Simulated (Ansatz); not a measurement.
# Ca3SiS in Imma, a phase reached by a soft mode: a soft mode frozen in, part 3 of 3

Aim: this structure of Ca3SiS in Imma, a phase reached by a soft mode is to be tested for unstable modes, and one is followed downhill.

Ansatz 0.2.0; DFT PBEsol, scalar-relativistic, plane waves, PAW; PAW set soft_1.

So far. Step 5 (Energy along the mode, all amplitudes (two of the runs …): The lowest of the steps tried is at 0.32 Å, 2.56 meV/atom below the parent; the bottom of the well need not coincide with a step. Step 7 (The new phase in its own primitive cell): The largest force component left is 0.49 meV/Å and the pressure is -0.001 GPa, within the tolerances set. The cell now holds 27.43 Å³/atom.

The structure was built from a prototype and need not be the compound's stable phase.

### Step 8. Modes of the new phase

A relaxed structure may still be a saddle point, so its zone-centre modes are computed. The response to a homogeneous field gives the Born charges and the dielectric tensor.

input.yaml reads:

```yaml
crystal:
  lattice:
    - [-5.2619506291, 3.6001860283, 3.619961653]
    - [5.2619506291, -3.6001860283, 3.619961653]
    - [5.2619506291, 3.6001860283, -3.619961653]
  atoms:
    - { symbol: Si, position: [0.0031354075, 0.2788829606, 0.2242524468] }
    - { symbol: Si, position: [0.0546305138, 0.7788829606, 0.7757475532] }
    - { symbol: S, position: [0.501292403, 0.001292403, 0.5] }
    - { symbol: S, position: [0.501292403, 0.501292403, 0.0] }
    - { symbol: Ca, position: [0.3248332203, 0.2025451887, 0.6222880316] }
    - { symbol: Ca, position: [0.5802571572, 0.7025451887, 0.3777119684] }
    - { symbol: Ca, position: [0.5263172525, 0.1859226583, 0.1859929114] }
    - { symbol: Ca, position: [0.5263172525, 0.8403243411, 0.8403945942] }
    - { symbol: Ca, position: [0.9999297469, 0.6859226583, 0.1596054058] }
    - { symbol: Ca, position: [0.9999297469, 0.3403243411, 0.8140070886] }
kpoints:
  mp_grid: { grid: [6, 6, 6] }
hamiltonian:
  xc: pbesol
  pseudopotentials: { kind: paw, azcp: { folder: soft_1 }, xc_functional: pbe }
scf:
  occupations: { method: fixed }
output:
  eigenvalues: true
phonons:
  method: dfpt
  dielectric: true
  rigid_motions: translations
```

Run with:

```bash
$ ansatz run input.yaml --threads 8 --pin off --max-ram 16384MiB --backend cpu --events-out ev --progress --plain --runs-dir out
```

Numbers of over 12 decimals in the logs are rounded to 6 here.

What it wrote:

```text
[...]
Crystal: 10 atoms, lattice volume = 274.306 Å³
Basis set: ecut = 420 eV, 5321 PW (Γ), exchange–correlation on 100×100×100 points (8 copies of the dense FFT grid, shifted against one another)
Bands: 50, of which v1, the nominal top of the filled ones, is band 40 counted from 1 (39 counted from 0)
Symmetry: 4 space group operations
k-points: 112 of 216 (irreducible under 1 space group operation, time reversal used)
[...]
SCF iter   1: F=—  HF=-13787.708776 eV  |F-HF|=—  |Δ(HF+E_count)|=         —  Δρ=3.30e-2  dr2=8.14e0  ethr=3.10e-3  ⟨swp⟩=6.6  Hψ=20706  notcnv=0  defer=683
[...]
SCF iter  11: F=-13785.451182 eV  HF=-13785.451182 eV  |F-HF|=1.82e-12  |Δ(HF+E_count)|=  2.91e-11  Δρ=6.87e-8  dr2=1.82e-11  ethr=1.00e-12  ⟨swp⟩=23.6  Hψ=44869  notcnv=0
SCF 1 converged in 11 iterations: F = -13785.451182 eV  dr2 = 1.82e-11
[...]
NSCF: frozen V_eff on 5 k-points
[...]
Bands: 41, of which v1, the nominal top of the filled ones, is band 40 counted from 1 (39 counted from 0)
k-points: 45 of 216 (time reversal used)
[...]
Eigensolver: Dense (45 Hₖ)
SCF iter   1: F=—  HF=-13785.338648 eV  |F-HF|=—  |Δ(HF+E_count)|=         —  Δρ=2.08e-4  dr2=4.51e-5  ethr=1.00e-1
[...]
SCF iter   4: F=-13785.338666 eV  HF=-13785.338666 eV  |F-HF|=1.80e-10  |Δ(HF+E_count)|=   1.77e-8  Δρ=2.61e-6  dr2=2.65e-8  ethr=6.64e-10
SCF 1 converged in 4 iterations: F = -13785.338666 eV  dr2 = 2.65e-8
[...]
SCF converged after 11 iterations
Free energy (F): -13785.451182 eV
[...]
Internal energy: -13785.451182 eV  (E = F + TS)
E sigma→0 (E₀):  -13785.451182 eV
Fermi energy:    6.332454 eV
[...]
--- Band table (eV; the first three rows and the last of 112) ---
  k-point 0: bands = [... 36 lower, 5.4615, 5.9661, 6.0754, 6.1100, 7.0627, 7.1427, 7.4875, 8.0326, ... 6 higher]
  k-point 1: bands = [... 36 lower, 5.4229, 5.7493, 5.8590, 5.9956, 7.1984, 7.3141, 7.5935, 7.8285, ... 6 higher]
  k-point 2: bands = [... 36 lower, 5.2894, 5.5703, 5.6339, 5.8437, 7.3323, 7.6272, 7.6783, 7.7734, ... 6 higher]
  k-point 111: bands = [... 36 lower, 5.2474, 5.5550, 5.6617, 6.3325, 6.9467, 7.5063, 7.6483, 7.8561, ... 6 higher]
[...]
ASR residual: 9.936e-5 → 0.000e0 eV/Å²; symmetrization residual: 7.187e-6 eV/Å²
[...]
ε∞ (high-frequency dielectric tensor):
       11.127060     0.000000     0.000000
        0.000000    11.429231     0.000000
        0.000000     0.000000    11.737286
  ε⁰ (static dielectric tensor: ions relaxed, cell fixed):
       19.953046     0.000000    -0.000000
        0.000000    18.604853    -0.000000
       -0.000000    -0.000000    27.410852
  ε⁰ − ε∞ (ionic part):
        8.825986     0.000000    -0.000000
        0.000000     7.175622    -0.000000
       -0.000000    -0.000000    15.673567
[...]
Born effective charges Z* (e; rows j = field, columns β = displacement):
    site 0:
        -2.97595    0.00000   -0.00000
         0.00000   -3.70164   -0.01983
         0.00000   -0.09904   -3.69554
    site 1:
        -2.97595    0.00000   -0.00000
         0.00000   -3.70164    0.01983
         0.00000    0.09904   -3.69554
    site 2:
        -2.78918    0.14077   -0.00000
        -0.68079   -2.69077    0.00000
         0.00000    0.00000   -2.80426
    site 3:
        -2.78918   -0.14077   -0.00000
         0.68079   -2.69077    0.00000
         0.00000    0.00000   -2.80426
    site 4:
         1.61125    0.00000   -0.00000
         0.00000    2.38214   -0.37996
         0.00000   -0.30375    2.19029
    site 5:
         1.61125    0.00000   -0.00000
         0.00000    2.38214    0.37996
         0.00000    0.30375    2.19029
    site 6:
         2.07694    0.04860   -0.03138
         0.06103    2.00513    0.40965
         0.08725    0.38318    2.15475
    site 7:
         2.07694   -0.04860    0.03138
        -0.06103    2.00513    0.40965
        -0.08725    0.38318    2.15475
    site 8:
         2.07694   -0.04860   -0.03138
        -0.06103    2.00513   -0.40965
         0.08725   -0.38318    2.15475
    site 9:
         2.07694    0.04860    0.03138
         0.06103    2.00513   -0.40965
        -0.08725   -0.38318    2.15475
  Z* charge neutrality: 4.000e-2 e pre-enforcement
[...]
optical modes at Γ without the LO–TO term, one row a degenerate level:
      ω (cm⁻¹)  modes    IR ((D/Å)²/amu)
         69.34      1             3.7329
[...]
optical modes at Γ + LO–TO along q̂ = [1.0000, 0.0000, 0.0000]:
      ω (cm⁻¹)  modes    IR ((D/Å)²/amu)
[...]
optical modes at Γ + LO–TO along q̂ = [0.0000, 1.0000, 0.0000]:
      ω (cm⁻¹)  modes    IR ((D/Å)²/amu)
[...]
optical modes at Γ + LO–TO along q̂ = [0.0000, 0.0000, 1.0000]:
      ω (cm⁻¹)  modes    IR ((D/Å)²/amu)
[...]
190.97      1             5.0004
        208.98      1             0.0385
        221.64      1            14.2997
        222.78      1             0.2216
        237.22      1            32.7395
        238.70      1             5.7316
        246.63      1             8.9878
        267.14      1             0.0000
        289.99      1             5.0760
        296.25      1             0.0000
        336.76      1             9.4051
        337.16      1            24.9899
```

It took 7.8 min on 8 threads of Arm Neoverse V2, shared host; peak memory 6.5 GiB.

This step gave:

```yaml
sum_rule_residual_before_enforcement: 9.94e-5 eV/Å²
miss_of_the_charge_sum_rule: 0.04000 e
estimated_error_of_the_dielectric_tensor: 0.04446
estimated_error_of_the_born_charges: 0.04527 e
point_group: mm2
highest_optical_mode_at_the_zone_centre_no_lo_to_term: 336.8 cm⁻¹
lowest_optical_zone_centre_mode: 69.34 cm⁻¹
mean_high_frequency_dielectric_constant: 11.43
largest_born_charge_third_of_the_trace: -3.458 e
mean_static_dielectric_constant: 21.99
top_of_the_zone_centre_spectrum_with_the_field: 351.9 cm⁻¹
```

Patterns of degenerate modes are one choice out of their space. Modes at Γ, with each element's share of the kinetic energy:

```
mode  frequency (cm⁻¹)  symmetry  Si %  S %  Ca %
   1               0.0  acoustic    16   18    67
   2               0.0  acoustic    16   18    67
   3               0.0  acoustic    16   18    67
   4              69.3        A1    10    0    90
   5              79.1        B1     0    0   100
   6             100.3        B2     3    1    96
   7             103.7        A2     0    6    94
   8             136.2        B1     4   40    56
   9             140.1        A1     1   24    76
  10             143.6        A2    35    0    65
  11             146.6        A1     6    2    92
  12             148.7        B2     5    6    88
  13             165.9        B2    12   30    58
  14             168.3        B2     2    0    98
  15             176.6        B1    80    0    20
  16             178.3        A1    18    1    82
  17             183.3        A2    35    0    65
  18             186.0        A2    30    1    69
  19             186.0        A1    75    2    22
  20             191.0        B2    80   11     9
  21             209.0        B2    18   76     6
  22             222.8        B1     0    0   100
  23             237.2        B2    64    4    32
  24             238.7        B1     0   48    52
  25             240.0        A1    75    0    24
  26             267.1        A2     0   90    10
  27             290.0        B1     0   94     6
  28             296.2        A2     0    3    97
  29             318.4        A1     0   53    47
  30             336.8        B2     0   53    47
```

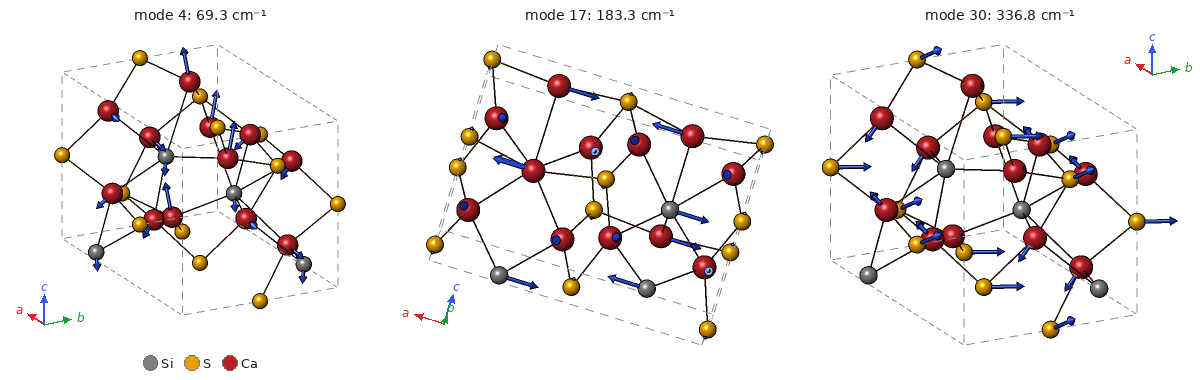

Displacement patterns of modes 4, 17 and 30 at Γ; arrows are exaggerated. Some periodic images of atoms are drawn too.

Optical modes at the zone centre, without and with the macroscopic field of the longitudinal modes; each column is sorted by frequency, so a row need not hold one and the same mode. Modes with and without the field, by row:

```
rank among optical modes  no field (cm⁻¹)  q along (1, 0, 0) (cm⁻¹)  q along (0, 1, 0) (cm⁻¹)  q along (0, 0, 1) (cm⁻¹)
                       1             69.3                      69.3                      69.3                      77.6
                       2             79.1                      79.2                      79.1                      79.1
                       3            100.3                     100.3                     100.6                     100.3
                       4            103.7                     103.7                     103.7                     103.7
                       5            136.2                     139.5                     136.2                     136.2
                       6            140.1                     140.1                     140.1                     143.6
                       7            143.6                     143.6                     143.6                     145.1
                       8            146.6                     146.6                     146.6                     148.7
                       9            148.7                     148.7                     149.7                     149.1
                      10            165.9                     165.9                     166.8                     165.9
                      11            168.3                     168.3                       169                     168.3
                      12            176.6                     178.3                     176.6                     176.6
                      13            178.3                     183.3                     178.3                     178.3
                      14            183.3                       186                     183.3                     183.3
                      15              186                       186                       186                       186
                      16              186                       191                       186                       191
                      17              191                       209                     195.1                       209
                      18              209                     209.6                       209                     221.6
                      19            222.8                     223.3                     222.8                     222.8
                      20            237.2                     237.2                     238.7                     237.2
                      21            238.7                       240                       240                     238.7
                      22              240                     252.5                     267.1                     246.6
                      23            267.1                     267.1                     278.1                     267.1
                      24              290                     296.2                       290                       290
                      25            296.2                     300.8                     296.2                     296.2
                      26            318.4                     318.4                     318.4                     336.8
                      27            336.8                     336.8                     351.9                     337.2
```

Born charge (rows field, columns displacement) (e), principal values of the symmetric part by kind of site:

| atom | atoms with these values | low | middle | high | mean |
| --- | --- | --- | --- | --- | --- |
| Si1 | 2 | -3.76 | -3.64 | -2.98 | -3.46 |
| S3 | 2 | -3.01 | -2.80 | -2.47 | -2.76 |
| Ca5 | 2 | 1.61 | 1.93 | 2.64 | 2.06 |
| Ca7 | 4 | 1.68 | 2.07 | 2.49 | 2.08 |

In full for Ca5:

```
 1.61  0.00  0.00
 0.00  2.38 -0.38
 0.00 -0.30  2.19
```

High-frequency dielectric tensor:

```
11.13  0.00  0.00
 0.00 11.43  0.00
 0.00  0.00 11.74
```

Static dielectric tensor (ions relaxed, fixed cell):

```
19.95  0.00  0.00
 0.00 18.60  0.00
 0.00  0.00 27.41
```

Transverse modes. Infrared lines, with heights relative to the strongest:

```csv
position (cm⁻¹),lines merged,relative intensity
69,1,11
79,1,0.2
100,1,0.6
104,1,0.0
136,1,10
140,1,21
144,1,0.0
147,1,2.0
149,1,2.9
166,1,3.6
168,1,1.4
177,1,74
178,1,0.3
183,1,0.0
186,2,74
191,1,15
209,1,0.1
223,1,0.7
237,1,100
239,1,18
240,1,6.4
267,1,0.0
290,1,16
296,1,0.0
318,1,40
337,1,29
```

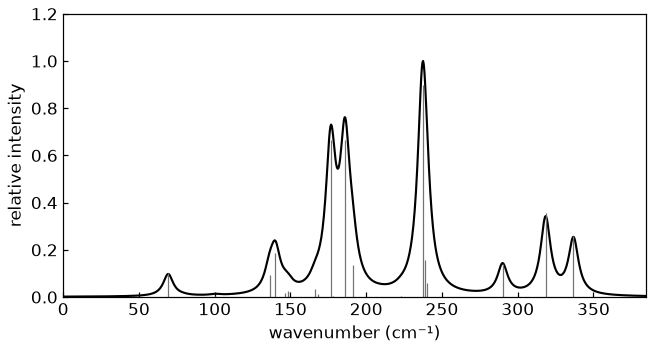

The infrared spectrum, broadened with Lorentzians of width 8 cm⁻¹; bars mark the lines.

Before it was imposed, the acoustic sum rule was missed by 9.9e-5 eV/Å² and the charge sum rule by 0.040 e. The charge miss is large and points to the mesh or the basis. The lowest optical mode is real, 69.3 cm⁻¹.

The log warns of the k mesh: “the force constants stand on the 6×6×6 k-mesh, whose period is 12.12 times the interband length at k = (0.0000, 0.0000, 0.0000), direct gap 0.953 eV, under 14: take them and everything formed from them as unconverged”.

### Step 9. The phases reached

The phases reached along the modes that were followed are set side by side.

Energies are those of the first relaxation, on the mesh of the frozen mode; space group, volume and gap are those of the last relaxation. Phases, by row:

| mode frozen in | space group | energy from parent (meV/atom) | volume (Å³/atom) | gap on mesh (eV) | lowest zone-centre optical mode (cm⁻¹) | largest shift (Å) |
| --- | --- | --- | --- | --- | --- | --- |
| parent | Imma | 0 | 27.41 | 0.601 | – | – |
| q = (0, 0, 0), 50i cm⁻¹ | Ima2 | -3.31 | 27.43 | 0.614 | 69.3 | 0.358 |

### Step 10. Results

- unstable mode of the parent: q = (0, 0, 0), 50i cm⁻¹
- depth at the lowest point sampled: 2.56 meV/atom
- largest atomic shift at that point: 0.32 Å
- space group reached (within 0.01 Å): Ima2
- energy gained over the parent (first relaxation, on the mesh of the frozen mode): 3.31 meV/atom
- volume per atom, phase reached: 27.4 Å³
- gap on the k-mesh, phase reached: 0.614 eV
- lowest optical zone-centre mode, phase reached: 69.3 cm⁻¹
- highest optical mode at the zone centre (no LO-TO term), phase reached: 337 cm⁻¹

In words: Along this mode the structure falls into Ima2, 3.31 meV/atom below the parent. At the parent's cell the well is 2.561 meV/atom deep on the steps tried, with its lowest point at a shift of 0.32 Å. Relaxing atoms and cell changes the gain by +0.75 meV/atom against the lowest step (energies at zero smearing). The new phase has no imaginary mode at the zone centre of its cell; other wavevectors were not checked. Each path keeps the symmetry of its pattern, so a lower phase may lie along a pattern not tried. With the field response the log warns that the k mesh is coarse for the force constants too, so the frequencies may not be converged. The PAW files were made for PBE and serve the other functionals too. The starting cell was built on a prototype and not taken from a measurement, so the phase need not exist.

[Logs are printed without paths, hosts, clocks, repeated set-up lines and the standing remarks that a program may print on its own settings, such as how far it seeks lower states.]

[Hosts, paths, dates, database ids (printed as entryN), source tags and the programs' standing remarks are cut or masked in the printed files.]
